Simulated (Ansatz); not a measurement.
# Run report: BH$_{2}$ClOF, nudged elastic band (part 1 of 2)

System: BH$_{2}$ClOF, multiplicity 2.
Method: UHF/def2-SVP (Ansatz 0.2.0).

The run did not end well. It belongs to a series of runs on one base structure; here: band between the two ends.

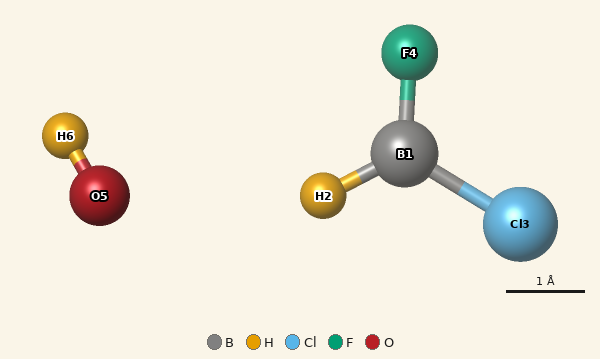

*The starting structure (ball-and-stick view, seen on its broad side; atoms are numbered from 1 in the order of the input).*

## Outcome

| quantity | value |
| --- | --- |
| outcome | not converged |
| barrier, forward (band not converged) | 0.000 eV |
| barrier, backward | 0.031 eV |
| hardware | 1 thread of Arm Neoverse N1, 24 GiB of memory available, shared host |
| wall time | 10 min |
| peak memory | 0.17 GiB |

## Diagnosis

The run did not converge: “NEB band did not converge after 60 iterations: max|band force component| = 3.80e0 eV/Å (threshold 5.0e-2); raise `neb.max_iterations` in a new run, which can start from the last band evaluated (`neb.initial_path`, with `crystal.atoms` and `neb.final_atoms` set to its first and last images), add images, or start from endpoints closer to local minima …” Its last values are not results.

## Input
```yaml
crystal:
  periodic: [false, false, false]
  atoms:
    - { symbol: B, position_ang: [0.210414, 0.00722, -0.334944] }
    - { symbol: H, position_ang: [0.50284, -0.085677, 0.810731] }
    - { symbol: Cl, position_ang: [1.419158, 0.376389, -1.55493] }
    - { symbol: F, position_ang: [-1.023802, -0.165738, -0.718599] }
    - { symbol: O, position_ang: [-0.178385, -0.220364, 3.649789] }
    - { symbol: H, position_ang: [-0.976925, -0.712929, 3.835051] }
magnetization:
  spin_polarized: true
  initial_magnetization: 1
basis:
  gaussian: { orbitals: def2-SVP }
hamiltonian:
  xc: hf
neb:
  order_check: false
  images: 5
  f_tol: 0.05
  max_iterations: 60
  final_atoms:
    - { symbol: B, position_ang: [-0.18609845, -0.50249448, 0.14663838] }
    - { symbol: H, position_ang: [0.87027167, 0.02050761, 2.09199874] }
    - { symbol: Cl, position_ang: [1.23844852, 0.33334208, -0.61731691] }
    - { symbol: F, position_ang: [-1.40420109, -0.07211551, -0.16264603] }
    - { symbol: O, position_ang: [-0.03836778, -0.01436417, 1.81418277] }
    - { symbol: H, position_ang: [-0.52675287, -0.56597452, 2.41424104] }
  initial_path:
    images:
      - { positions_ang: [[0.210414, 0.00722, -0.334944], [0.50284, -0.085677, 0.810731], [1.419158, 0.376389, -1.55493], [-1.023802, -0.165738, -0.718599], [-0.178385, -0.220364, 3.649789], [-0.976925, -0.712929, 3.835051]] }
      - { positions_ang: [[0.13630223, 0.0011787, -0.22379444], [0.3308583, -0.05516632, 1.01995622], [1.47689831, 0.29461881, -1.34725074], [-1.06564256, -0.15283311, -0.69944061], [-0.12365067, -0.13987566, 3.3492985], [-0.80146561, -0.74902141, 3.58832909]] }
      - { positions_ang: [[0.06219045, -0.0048626, -0.11264489], [0.1588766, -0.02465565, 1.22918144], [1.53463862, 0.21284862, -1.13957149], [-1.10748312, -0.13992822, -0.68028222], [-0.06891634, -0.05938733, 3.04880799], [-0.62600622, -0.78511383, 3.34160717]] }
      - { positions_ang: [[-0.01192132, -0.0109039, -0.00149533], [-0.0131051, 0.00585503, 1.43840665], [1.59237893, 0.13107843, -0.93189223], [-1.14932368, -0.12702333, -0.66112384], [-0.014182, 0.02110101, 2.74831749], [-0.45054683, -0.82120624, 3.09488526]] }
      - { positions_ang: [[-0.06998036, -0.17476743, 0.04788257], [0.28135383, 0.01073922, 1.65627068], [1.47440212, 0.19849965, -0.82703379], [-1.23428282, -0.10872072, -0.49496457], [-0.02224393, 0.00927928, 2.43693925], [-0.47594884, -0.736129, 2.86800385]] }
      - { positions_ang: [[-0.1280394, -0.33863096, 0.09726047], [0.57581275, 0.01562342, 1.87413471], [1.35642532, 0.26592086, -0.72217535], [-1.31924195, -0.09041812, -0.3288053], [-0.03030585, -0.00254245, 2.12556101], [-0.50135086, -0.65105176, 2.64112245]] }
      - { positions_ang: [[-0.18609845, -0.50249448, 0.14663838], [0.87027167, 0.02050761, 2.09199874], [1.23844852, 0.33334208, -0.61731691], [-1.40420109, -0.07211551, -0.16264603], [-0.03836778, -0.01436417, 1.81418277], [-0.52675287, -0.56597452, 2.41424104]] }
```

Launch command:
```bash
ansatz run input.yaml --threads 1 --pin off --max-ram 2048MiB --backend cpu --events-out ev --progress --plain --runs-dir out
```

## The program's output
```
Engine: ansatz 0.2.0, aarch64-unknown-linux-gnu
Functional definition: HF
  exchange = exact_x
  correlation = 0
723 factors; integrals over basis functions are off by at most 3.9e-4 eV
mean field evaluation 1: about -17927.3198 eV, gradient 3.8e1 eV
mean field evaluation 2: about -17927.4097 eV, gradient 3.8e1 eV
mean field evaluation 4: about -17933.4580 eV, gradient 2.0e1 eV
mean field evaluation 8: about -17942.7337 eV, gradient 1.5e0 eV
mean field evaluation 16: about -17942.7551 eV, gradient 1.2e-2 eV
mean field evaluation 32: about -17942.7711 eV, gradient 3.6e-2 eV
mean field evaluation 64: about -17942.7634 eV, gradient 1.7e-2 eV
mean field evaluation 96: about -17942.7508 eV, gradient 6.2e-1 eV
mean field evaluation 128: about -17929.9767 eV, gradient 2.2e1 eV
mean field evaluation 160: about -17942.7555 eV, gradient 5.9e-2 eV
mean field evaluation 192: about -17935.3217 eV, gradient 8.1e0 eV
mean field evaluation 224: about -17935.3022 eV, gradient 1.2e1 eV
mean field evaluation 256: about -17942.7587 eV, gradient 1.7e-1 eV
mean field -17942.77152402 eV, -659.3846914602 hartree, gradient 1.9e-8 eV, S^2 0.754793; 3 other end points of the search recorded, 0 dependent functions left out
the calculation of the forces begins
reference -17942.77152402 eV, -659.3846914602 hartree; 21, 20 occupied and 49, 50 virtual orbitals, 723 factors
726 factors; integrals over basis functions are off by at most 1.2e-3 eV
mean field -17942.80227030 eV, -659.3858213655 hartree, gradient 2.3e-5 eV, S^2 0.752523; 0 other end points of the search recorded, 0 dependent functions left out
[... from here on the field's lines of each further geometry are left out, up to the last ...]
NEB iter   1: max|band force component| = 5.052e1 eV/Å  barrier→ = 6.3574 eV  barrier← = 6.3882 eV  Δτ_max = 0.2000 Å  (1366 SCF iters)
NEB iter   2: max|band force component| = 2.719e0 eV/Å  barrier→ = 1.1494 eV  barrier← = 1.1802 eV  Δτ_max = 0.2000 Å  (342 SCF iters)
NEB iter   3: max|band force component| = 5.598e0 eV/Å  barrier→ = 1.2909 eV  barrier← = 1.3216 eV  Δτ_max = 0.1005 Å  (363 SCF iters)
NEB iter   4: max|band force component| = 1.656e0 eV/Å  barrier→ = 1.1645 eV  barrier← = 1.1952 eV  Δτ_max = 0.1995 Å  (352 SCF iters)
NEB iter   5: max|band force component| = 4.046e0 eV/Å  barrier→ = 1.1764 eV  barrier← = 1.2071 eV  Δτ_max = 0.1018 Å  (338 SCF iters)
NEB iter   6: max|band force component| = 1.913e0 eV/Å  barrier→ = 1.0806 eV  barrier← = 1.1113 eV  Δτ_max = 0.2000 Å  (318 SCF iters)
NEB iter   7: max|band force component| = 2.045e0 eV/Å  barrier→ = 1.1240 eV  barrier← = 1.1547 eV  Δτ_max = 0.1997 Å  (320 SCF iters)
NEB iter   8: max|band force component| = 1.863e0 eV/Å  barrier→ = 0.8828 eV  barrier← = 0.9135 eV  Δτ_max = 0.2000 Å  (316 SCF iters)
NEB iter   9: max|band force component| = 2.243e0 eV/Å  barrier→ = 0.7722 eV  barrier← = 0.8029 eV  Δτ_max = 0.1013 Å  (337 SCF iters)
NEB iter  10: max|band force component| = 1.110e0 eV/Å  barrier→ = 0.6093 eV  barrier← = 0.6400 eV  Δτ_max = 0.2000 Å  (335 SCF iters)
NEB iter  11: max|band force component| = 9.644e-1 eV/Å  barrier→ = 0.4157 eV  barrier← = 0.4464 eV  Δτ_max = 0.0997 Å  (331 SCF iters)
NEB iter  12: max|band force component| = 1.278e0 eV/Å  barrier→ = 0.3679 eV  barrier← = 0.3986 eV  Δτ_max = 0.0506 Å  (338 SCF iters)
NEB iter  13: max|band force component| = 1.127e0 eV/Å  barrier→ = 0.2704 eV  barrier← = 0.3012 eV  Δτ_max = 0.0501 Å  (335 SCF iters)
NEB iter  14: max|band force component| = 1.464e0 eV/Å  barrier→ = 0.1364 eV  barrier← = 0.1672 eV  Δτ_max = 0.0250 Å  (332 SCF iters)
NEB iter  15: max|band force component| = 1.809e0 eV/Å  barrier→ = 0.0783 eV  barrier← = 0.1090 eV  Δτ_max = 0.0502 Å  (333 SCF iters)
NEB iter  16: max|band force component| = 2.170e0 eV/Å  barrier→ = 0.0734 eV  barrier← = 0.1042 eV  Δτ_max = 0.0501 Å  (348 SCF iters)
NEB iter  17: max|band force component| = 1.886e0 eV/Å  barrier→ = 0.0752 eV  barrier← = 0.1059 eV  Δτ_max = 0.0506 Å  (305 SCF iters)
NEB iter  18: max|band force component| = 1.399e0 eV/Å  barrier→ = 0.0834 eV  barrier← = 0.1142 eV  Δτ_max = 0.0250 Å  (306 SCF iters)
NEB iter  19: max|band force component| = 1.325e0 eV/Å  barrier→ = 0.0900 eV  barrier← = 0.1207 eV  Δτ_max = 0.0501 Å  (302 SCF iters)
NEB iter  20: max|band force component| = 1.232e0 eV/Å  barrier→ = 0.1068 eV  barrier← = 0.1376 eV  Δτ_max = 0.1022 Å  (301 SCF iters)
NEB iter  21: max|band force component| = 1.409e0 eV/Å  barrier→ = 0.1616 eV  barrier← = 0.1924 eV  Δτ_max = 0.0503 Å  (299 SCF iters)
NEB iter  22: max|band force component| = 1.096e0 eV/Å  barrier→ = 0.1877 eV  barrier← = 0.2184 eV  Δτ_max = 0.0998 Å  (298 SCF iters)
NEB iter  23: max|band force component| = 9.892e-1 eV/Å  barrier→ = 0.2315 eV  barrier← = 0.2623 eV  Δτ_max = 0.0995 Å  (293 SCF iters)
NEB iter  24: max|band force component| = 1.151e0 eV/Å  barrier→ = 0.2979 eV  barrier← = 0.3286 eV  Δτ_max = 0.0507 Å  (290 SCF iters)
NEB iter  25: max|band force component| = 8.054e-1 eV/Å  barrier→ = 0.3326 eV  barrier← = 0.3634 eV  Δτ_max = 0.1010 Å  (287 SCF iters)
NEB iter  26: max|band force component| = 1.116e0 eV/Å  barrier→ = 0.4114 eV  barrier← = 0.4421 eV  Δτ_max = 0.1013 Å  (281 SCF iters)
NEB iter  27: max|band force component| = 1.310e0 eV/Å  barrier→ = 0.4743 eV  barrier← = 0.5051 eV  Δτ_max = 0.2000 Å  (282 SCF iters)
NEB iter  28: max|band force component| = 8.440e0 eV/Å  barrier→ = 0.9222 eV  barrier← = 0.9530 eV  Δτ_max = 0.0998 Å  (275 SCF iters)
NEB iter  29: max|band force component| = 3.794e0 eV/Å  barrier→ = 0.4320 eV  barrier← = 0.4628 eV  Δτ_max = 0.2000 Å  (275 SCF iters)
NEB iter  30: max|band force component| = 4.118e0 eV/Å  barrier→ = 0.7270 eV  barrier← = 0.7578 eV  Δτ_max = 0.1007 Å  (283 SCF iters)
NEB iter  31: max|band force component| = 1.275e0 eV/Å  barrier→ = 0.2154 eV  barrier← = 0.2462 eV  Δτ_max = 0.2000 Å  (247 SCF iters)
NEB iter  32: max|band force component| = 1.255e0 eV/Å  barrier→ = 0.1354 eV  barrier← = 0.1662 eV  Δτ_max = 0.2000 Å  (259 SCF iters)
NEB iter  33: max|band force component| = 2.668e0 eV/Å  barrier→ = 0.2725 eV  barrier← = 0.3033 eV  Δτ_max = 0.1004 Å  (290 SCF iters)
NEB iter  34: max|band force component| = 1.976e0 eV/Å  barrier→ = 0.2556 eV  barrier← = 0.2863 eV  Δτ_max = 0.0497 Å  (288 SCF iters)
NEB iter  35: max|band force component| = 2.059e0 eV/Å  barrier→ = 0.3151 eV  barrier← = 0.3459 eV  Δτ_max = 0.1028 Å  (262 SCF iters)
NEB iter  36: max|band force component| = 2.248e0 eV/Å  barrier→ = 0.4346 eV  barrier← = 0.4654 eV  Δτ_max = 0.1009 Å  (292 SCF iters)
NEB iter  37: max|band force component| = 2.330e0 eV/Å  barrier→ = 0.6172 eV  barrier← = 0.6480 eV  Δτ_max = 0.1991 Å  (280 SCF iters)
NEB iter  38: max|band force component| = 3.699e0 eV/Å  barrier→ = 2.0663 eV  barrier← = 2.0971 eV  Δτ_max = 0.1016 Å  (287 SCF iters)
NEB iter  39: max|band force component| = 3.309e0 eV/Å  barrier→ = 2.7259 eV  barrier← = 2.7567 eV  Δτ_max = 0.0996 Å  (285 SCF iters)
NEB iter  40: max|band force component| = 6.197e0 eV/Å  barrier→ = 2.6500 eV  barrier← = 2.6808 eV  Δτ_max = 0.0499 Å  (285 SCF iters)
NEB iter  41: max|band force component| = 5.965e0 eV/Å  barrier→ = 1.8211 eV  barrier← = 1.8518 eV  Δτ_max = 0.0996 Å  (296 SCF iters)
NEB iter  42: max|band force component| = 2.963e0 eV/Å  barrier→ = 0.7659 eV  barrier← = 0.7966 eV  Δτ_max = 0.2000 Å  (253 SCF iters)
NEB iter  43: max|band force component| = 3.236e0 eV/Å  barrier→ = 0.2450 eV  barrier← = 0.2758 eV  Δτ_max = 0.1991 Å  (251 SCF iters)
NEB iter  44: max|band force component| = 3.257e0 eV/Å  barrier→ = 0.0531 eV  barrier← = 0.0839 eV  Δτ_max = 0.1980 Å  (248 SCF iters)
NEB iter  45: max|band force component| = 3.183e0 eV/Å  barrier→ = 0.0000 eV  barrier← = 0.0307 eV  Δτ_max = 0.1975 Å  (241 SCF iters)
NEB iter  46: max|band force component| = 2.498e0 eV/Å  barrier→ = 0.0000 eV  barrier← = 0.0307 eV  Δτ_max = 0.1978 Å  (277 SCF iters)
NEB iter  47: max|band force component| = 2.053e0 eV/Å  barrier→ = 0.2582 eV  barrier← = 0.2889 eV  Δτ_max = 0.2000 Å  (268 SCF iters)
NEB iter  48: max|band force component| = 2.997e0 eV/Å  barrier→ = 0.0000 eV  barrier← = 0.0307 eV  Δτ_max = 0.1018 Å  (250 SCF iters)
NEB iter  49: max|band force component| = 2.242e0 eV/Å  barrier→ = 0.0000 eV  barrier← = 0.0307 eV  Δτ_max = 0.1025 Å  (278 SCF iters)
NEB iter  50: max|band force component| = 3.059e0 eV/Å  barrier→ = 0.2771 eV  barrier← = 0.3079 eV  Δτ_max = 0.1913 Å  (279 SCF iters)
NEB iter  51: max|band force component| = 3.961e0 eV/Å  barrier→ = 0.9463 eV  barrier← = 0.9770 eV  Δτ_max = 0.1999 Å  (335 SCF iters)
NEB iter  52: max|band force component| = 3.705e0 eV/Å  barrier→ = 1.7001 eV  barrier← = 1.7308 eV  Δτ_max = 0.1951 Å  (345 SCF iters)
NEB iter  53: max|band force component| = 3.515e0 eV/Å  barrier→ = 2.4752 eV  barrier← = 2.5059 eV  Δτ_max = 0.1888 Å  (341 SCF iters)
NEB iter  54: max|band force component| = 3.433e0 eV/Å  barrier→ = 2.4722 eV  barrier← = 2.5030 eV  Δτ_max = 0.2000 Å  (319 SCF iters)
NEB iter  55: max|band force component| = 3.932e0 eV/Å  barrier→ = 2.3219 eV  barrier← = 2.3527 eV  Δτ_max = 0.2000 Å  (369 SCF iters)
NEB iter  56: max|band force component| = 3.203e0 eV/Å  barrier→ = 1.8262 eV  barrier← = 1.8570 eV  Δτ_max = 0.2000 Å  (305 SCF iters)
NEB iter  57: max|band force component| = 3.558e0 eV/Å  barrier→ = 1.1916 eV  barrier← = 1.2223 eV  Δτ_max = 0.1993 Å  (301 SCF iters)
NEB iter  58: max|band force component| = 2.598e0 eV/Å  barrier→ = 0.7572 eV  barrier← = 0.7879 eV  Δτ_max = 0.1916 Å  (314 SCF iters)
```
